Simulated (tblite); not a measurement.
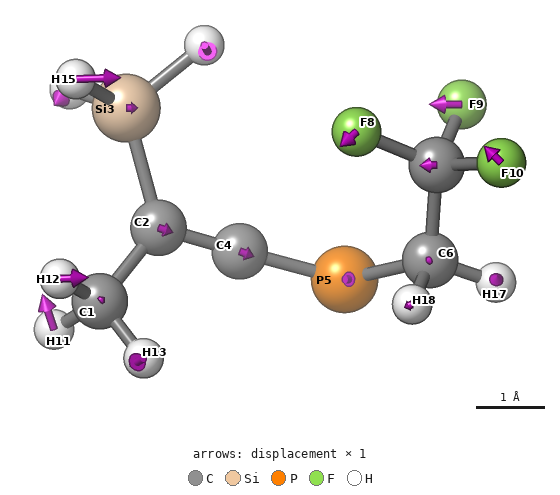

A relaxation of C₅H₈F₃PSi. The starting structure is drawn; purple arrows show the displacements, at their true length. The two geometries are superimposed by the best rigid fit.

The picture is a ball-and-stick view, seen face on.

Method: GFN2-xTB geometry optimisation, gas phase (tblite). 

What did the optimiser do to the structure, and how much energy did it gain?

Answer. The atom that moves furthest after the best rigid fit is an H atom (0.70 Å). By element the largest moves are H 0.70 Å, F 0.50 Å, C 0.27 Å, P 0.27 Å, Si 0.18 Å. Near-neighbour distances that change, for instance: C–Si 1.829 → 1.911 Å, C–P 1.847 → 1.910 Å, C–F 1.394 → 1.343 Å, C–H 1.115 → 1.088 Å. Bond angles that change, for instance: C–P–C 113.6° → 98.5°, C–C–Si 125.4° → 116.3°, H–Si–H 104.1° → 112.6°. Groups turn about C–C by about 25°, C–Si by about 25°. After 143 geometry steps the energy has fallen by 64.3 kJ/mol.
